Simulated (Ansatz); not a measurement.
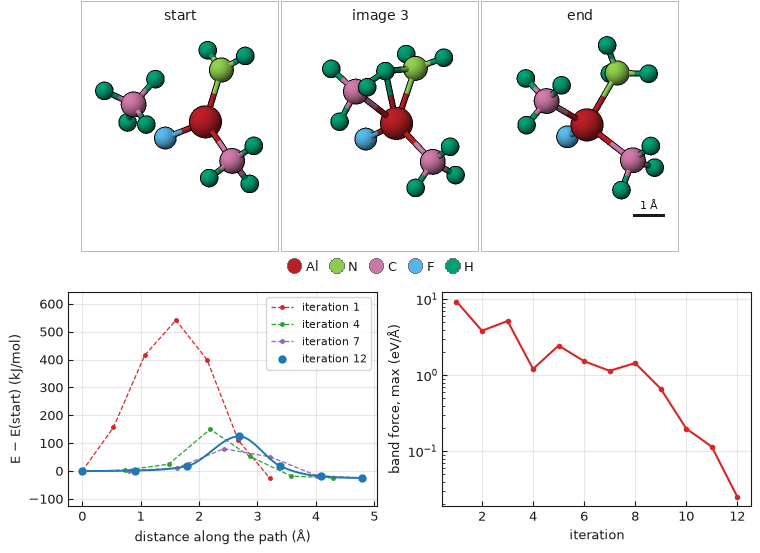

A nudged-elastic-band calculation for C$_{2}$H$_{9}$AlFN, made up at the start of CH$_{5}$AlFN and CH4. Images are numbered from 0 (start) to 6 (end). The plot follows the band through its iterations. A ball-and-stick model, seen at a tilt.

Level of theory: RKS CAM-B3LYP-D4/cc-pVDZ in Ansatz 0.2.0. Set-up: 5 movable images; climbing image; force threshold 0.05 eV/Å; iteration limit 60; starting path by straight interpolation.

Did the band converge, and can the barrier be trusted?

The run is converged, with reservations. The band converged in 12 iterations. The largest component of the band force went from 9.4 to 0.025 eV/Å. The climbing image converged on the top of the path. Its curvatures weren't checked. The straight starting path can push atoms close together and costs iterations. The first iteration put the highest image at 541.5 kJ/mol. The highest point, image 3, lies 124.4 kJ/mol above the start and 149.1 kJ/mol above the end; the end is at −24.7 kJ/mol relative to the start.

Limits of the set-up: the start holds two separate molecules, 2.5 Å apart at their closest, whose relative position is a soft coordinate.

The run took 3.9 min on 4 threads of Arm Neoverse N1, on a shared host, peak memory 0.36 GiB.
